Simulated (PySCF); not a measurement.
# SiNH2F2 (SMILES [NH][SiH](F)F) at UB2PLYP/cc-pVDZ

Aim: the vertical ionisation energy of SiNH2F2 at UB2PLYP/cc-pVDZ, from 2 runs. The job is set up through a Python script.

Program for the calculation: PySCF 2.14.0.

### Step 1. The system as given

The species is SiNH2F2 (6 atoms), meant as a doublet with charge 0. As SMILES, `[NH][SiH](F)F`. The coordinates come from a PBE0-D4/def2-TZVP relaxation. This is one conformer, not always the lowest.

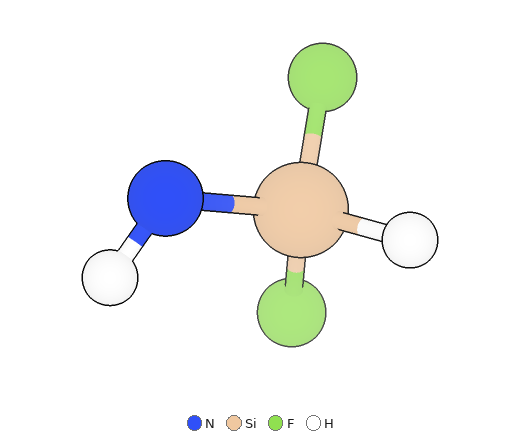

Viewed from a chosen angle; nitrogen blue, silicon light orange, fluorine green, hydrogen white.

### Step 2. A single-point energy at UB2PLYP/cc-pVDZ

The input, mol.xyz:

```xyz
6
F2H2NSi
N     -0.025400     1.001700    -0.903700
Si     0.188000    -0.244900     0.273000
F      1.578700    -0.941400    -0.004700
F     -0.908600    -1.390200     0.207400
H     -0.977800     1.156700    -1.236500
H      0.187200     0.354100     1.618300
```

The input, job.py:

```python
from pyscf import gto, dft, mp

system = gto.Mole()
system.atom = 'mol.xyz'
system.charge = 0
system.spin = 1
system.max_memory = 1860
system.basis = 'cc-pvdz'
system.verbose = 4
system.build()

mf = dft.UKS(system, xc='0.53*HF + 0.47*B88, 0.73*LYP')
mf.grids.level = 4
mf.conv_tol = 1e-10
mf.kernel()
if not mf.converged:
    mf = mf.newton().run(mf.mo_coeff, mf.mo_occ)

pt = mp.MP2(mf, frozen=8).run()
energy = mf.e_tot + 0.27 * pt.e_corr
print('PT2 part  %.8f' % (0.27 * pt.e_corr))
print('E = %.10f Eh' % energy)
```

Started as:

```
$ OMP_NUM_THREADS=1 python job.py
```

What it wrote:

```text
PySCF version 2.14.0

[INPUT] num. atoms = 6
[INPUT] num. electrons = 41
[INPUT] charge = 0
[INPUT] spin (= nelec alpha-beta = 2S) = 1
[INPUT] symmetry False subgroup None
[INPUT] Mole.unit = angstrom
[INPUT] Symbol           X                Y                Z      unit          X                Y                Z       unit  Magmom
[INPUT]  1 N     -0.025400000000   1.001700000000  -0.903700000000 AA   -0.047999043564   1.892938658977  -1.707745498769 Bohr   0.0
[INPUT]  2 Si     0.188000000000  -0.244900000000   0.273000000000 AA    0.355268511418  -0.462793927906   0.515895232006 Bohr   0.0
[INPUT]  3 F      1.578700000000  -0.941400000000  -0.004700000000 AA    2.983310632851  -1.778988173666  -0.008881712785 Bohr   0.0
[INPUT]  4 F     -0.908600000000  -1.390200000000   0.207400000000 AA   -1.717005156780  -2.627097258370   0.391929198235 Bohr   0.0
[INPUT]  5 H     -0.977800000000   1.156700000000  -1.236500000000 AA   -1.847774204600   2.185846208284  -2.336646353025 Bohr   0.0
[INPUT]  6 H      0.187200000000   0.354100000000   1.618300000000 AA    0.353756730519   0.669152020708   3.058143787384 Bohr   0.0

nuclear repulsion = 175.745953226296
number of shells = 26
number of NR pGTOs = 133
number of NR cGTOs = 70
basis = cc-pvdz
ecp = {}

[... 97 lines left out ...]
converged SCF energy = -544.680901878071  <S^2> = 0.75411284  2S+1 = 2.0041086
[... 1 line left out ...]
******** <class 'pyscf.mp.ump2.UMP2'> ********
nocc = (np.int64(13), np.int64(12)), nmo = (62, 62)
frozen orbitals 8
E(UMP2) = -545.396565044959  E_corr = -0.715663166888135
E(SCS-UMP2) = -545.377075068257  E_corr = -0.696173190186556
E_corr(same-spin) = -0.187641473168315
E_corr(oppo-spin) = -0.52802169371982
PT2 part  -0.19322906
E = -544.8741309331 Eh
```

Run time: 18 s. Hardware: 1 thread of Arm Neoverse V2, shared host; peak memory 0.36 GiB.

### Step 3. The singlet cation, same level

The input, calc.py:

```python
from pyscf import gto, dft, mp

mol = gto.M(
    atom=[
    ('N', (-0.025400, 1.001700, -0.903700)),
    ('Si', (0.188000, -0.244900, 0.273000)),
    ('F', (1.578700, -0.941400, -0.004700)),
    ('F', (-0.908600, -1.390200, 0.207400)),
    ('H', (-0.977800, 1.156700, -1.236500)),
    ('H', (0.187200, 0.354100, 1.618300)),
],
    verbose=3,
    max_memory=1860,
    spin=0,
    charge=1,
    basis='cc-pvdz',
)

mf = dft.RKS(mol, xc='0.53*HF + 0.47*B88, 0.73*LYP')
mf.grids.level = 4
mf.conv_tol = 1e-10
mf.kernel()
if not mf.converged:
    mf = mf.newton().run(mf.mo_coeff, mf.mo_occ)

pt = mp.MP2(mf, frozen=8).run()
energy = mf.e_tot + 0.27 * pt.e_corr
print('PT2 part  %.8f' % (0.27 * pt.e_corr))
print(f'total energy: {energy:.8f} hartree')
```

Started as:

```
$ OMP_NUM_THREADS=1 python calc.py
```

What it wrote:

```text
converged SCF energy = -544.225014848532
E(RMP2) = -544.945248790642  E_corr = -0.720233942109717
E(SCS-RMP2) = -544.931214905008  E_corr = -0.706200056476115
PT2 part  -0.19446316
total energy: -544.41947801 hartree
```

Wall time 11 s (1 thread of Arm Neoverse V2, shared host); peak memory 0.35 GiB.

### Step 4. What came out

Level: UB2PLYP/cc-pVDZ, 8 core orbitals frozen.

```
                                                                 quantity          value
                                            doublet SiNH2F2: total energy  -544.87413 Eh
                                doublet SiNH2F2: dipole moment (SCF part)         2.05 D
doublet SiNH2F2: HOMO energy (SCF part's orbitals) (highest over α and β)      -10.02 eV
 doublet SiNH2F2: LUMO energy (SCF part's orbitals) (lowest over α and β)       -1.87 eV
                                                    doublet SiNH2F2: ⟨S²⟩          0.754
                                             singlet cation: total energy  -544.41948 Eh
                        singlet cation: HOMO energy (SCF part's orbitals)      -18.96 eV
                        singlet cation: LUMO energy (SCF part's orbitals)      -13.28 eV
                      singlet cation: HOMO–LUMO gap (SCF part's orbitals)        5.68 eV
                       vertical ionisation energy (to the singlet cation)      12.372 eV
```

**Reading.** Removing an electron at fixed nuclei costs 12.37 eV (285 kcal/mol). Only the singlet of the ionised species was computed; a triplet could lie lower. Mulliken charges (doublet SiNH2F2) run from -0.35 on F4 to +0.97 on Si2; they depend strongly on the basis.
